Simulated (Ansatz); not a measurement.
# As7 (charge −1): what the fields show

The calculation's input:

```
crystal:
  periodic: [false, false, false]
  atoms:
    - {symbol: As, position_ang: [0.112818, -2.197189, -0.510149]}
    - {symbol: As, position_ang: [-0.814849, -1.159479, 1.504911]}
    - {symbol: As, position_ang: [1.493649, 1.065144, -0.598526]}
    - {symbol: As, position_ang: [-1.778754, 0.745996, 0.045409]}
    - {symbol: As, position_ang: [-0.186980, 2.504343, 0.290206]}
    - {symbol: As, position_ang: [-0.346826, -0.026110, -1.775996]}
    - {symbol: As, position_ang: [1.520942, -0.932716, 1.044155]}
basis:
  gaussian: {orbitals: def2-SVP, initial_orbitals: start.molden}
total_charge: -1
hamiltonian: {xc: pbe0, dispersion: d4}
scf: {omitted_lower_state_checks: [starts]}
output: {orbitals: {seedname: orbitals}}
```

Command:

```sh
ansatz run in.yaml --threads 4 --pin off --events-out ev --progress --plain --max-ram 4787MiB
```

Geometry: PBE0-D4/def2-SVPD.

The calculation used Ansatz 0.2.0, RKS PBE0-D4/def2-SVP.

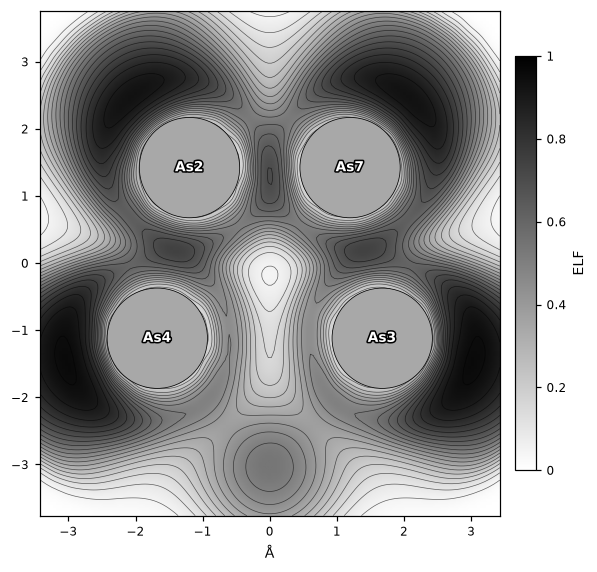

Figure 1. Electron localisation function on the plane of atoms As2, As7 and As3. Grey discs cover the atomic cores.

> Describe what can be read from this map.

The section cuts through As sites.
As–As (2.39 Å): the ELF peaks at about 0.70 between the atoms.
The ELF also peaks beside As4, As3, As2 and As7, away from the bonds: lone-pair regions.

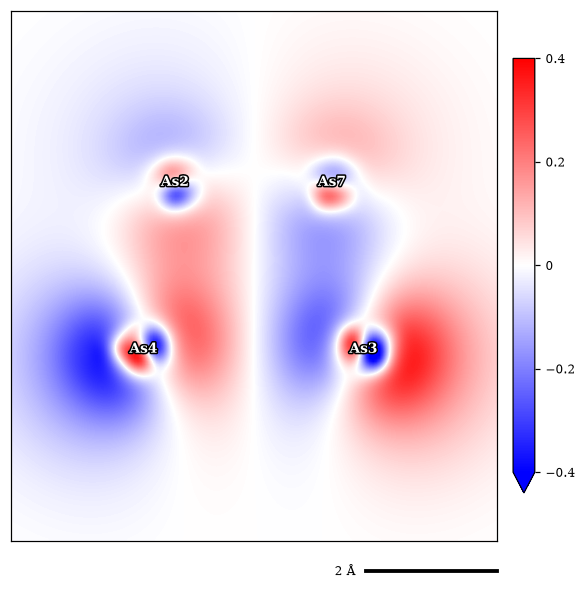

Figure 2. The HOMO−1 on the plane of atoms As2, As7 and As3 (values in Å⁻³ᐟ²; the overall sign is arbitrary).

> Where does this orbital lie, and at what energy?

By Hirshfeld shares it lies mainly on As4 (about 35 %), As3 (about 35 %), As2 (about 10 %), As7 (about 10 %), As5 (about 5 %) and As6 (about 5 %). Its energy is −2.04 eV.
